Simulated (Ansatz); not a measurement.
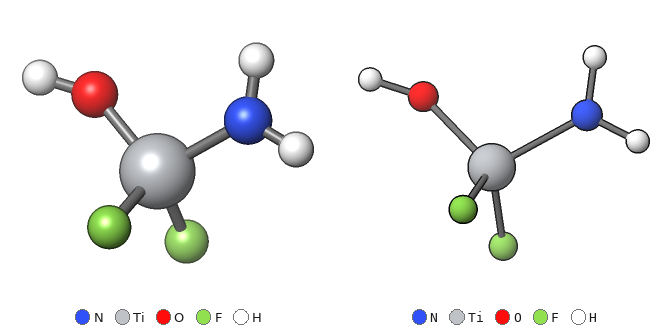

Two views of one molecule.

The species is neutral and a spin singlet. Computed geometry: PBE0-D4/def2-TZVP optimisation.

What is the molecular formula?

F₂H₃NOTi, 8 atoms: 2 fluorine, 3 hydrogen, 1 nitrogen, 1 oxygen and 1 titanium.

Count the bonded pairs by element.

2 F–Ti, 2 N–H, 1 N–Ti, 1 O–Ti, 1 O–H.

Give the symmetry (Schoenflies symbol).

C1.

How many atoms are distinct by symmetry?

8: 1 N, 1 Ti, 1 O, 1 F, 1 F, 1 H, 1 H, 1 H.

What is its SMILES?

[NH2][Ti]([OH])([F])[F]

The parts below concern this one geometry. Atoms keep their numbers from picture to picture.

## Electronic properties

Properties computed with RKS r2SCAN-D4/def2-TZVPP (Ansatz 0.2.0).

Computed properties:

- dipole moment: 2.58 D
- HOMO energy (Kohn–Sham orbital): −6.92 eV
- LUMO energy (Kohn–Sham orbital): −2.83 eV
- HOMO–LUMO gap: 4.09 eV
- dispersion correction: −3.4 kJ/mol

## Thermal motion

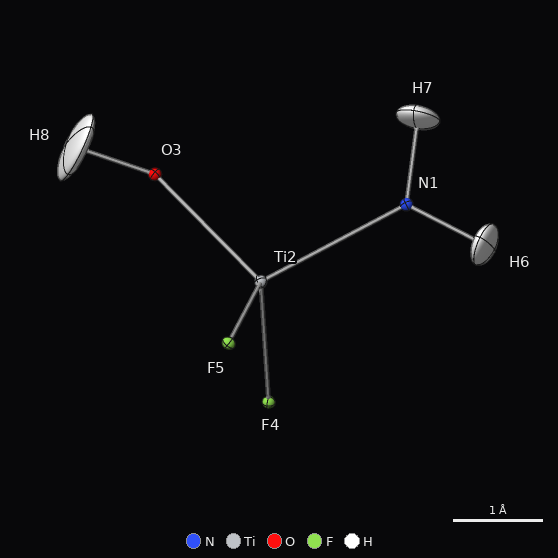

Displacement ellipsoids at the 50 % level, from the internal vibrations of the free molecule (harmonic, no overall translation or rotation; no half-axis is drawn under 0.075 Å). Vibrations computed with RKS PBE0-D4/def2-TZVP (Ansatz 0.2.0). Temperature: 0 K (zero-point motion alone).

List U_eq and the three principal root-mean-square amplitudes for each kind of atom.

| atom | U_eq (Å²) | rms amplitudes (Å) |
| --- | --- | --- |
| N1 | 0.0023 | 0.042, 0.047, 0.053 |
| Ti2 | 0.00055 | 0.023, 0.024, 0.024 |
| O3 | 0.0023 | 0.040, 0.050, 0.054 |
| F4 | 0.0020 | 0.038, 0.046, 0.048 |
| F5 | 0.0020 | 0.038, 0.045, 0.052 |
| H6 | 0.0343 | 0.080, 0.160, 0.266 |
| H7 | 0.0330 | 0.080, 0.161, 0.258 |
| H8 | 0.0670 | 0.076, 0.231, 0.377 |

## Charges

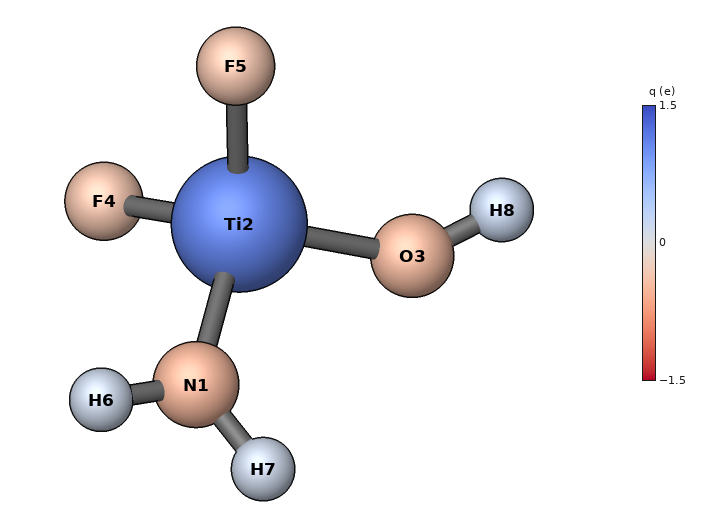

Atoms are coloured by their Mulliken charges. Method: RKS PBE-D4/def2-TZVPP (Ansatz 0.2.0).

Which atom carries the highest charge (most positive or least negative)?

Ti2 (1.08 e).

And the lowest?

N1 (−0.47 e).

List the Mulliken charges.

| atom | value (e) |
| --- | --- |
| N1 | −0.47 |
| Ti2 | 1.08 |
| O3 | −0.44 |
| F4 | −0.34 |
| F5 | −0.34 |
| H6 | 0.15 |
| H7 | 0.16 |
| H8 | 0.20 |

Mulliken values depend strongly on the basis set and can even reverse the polarity of a bond.
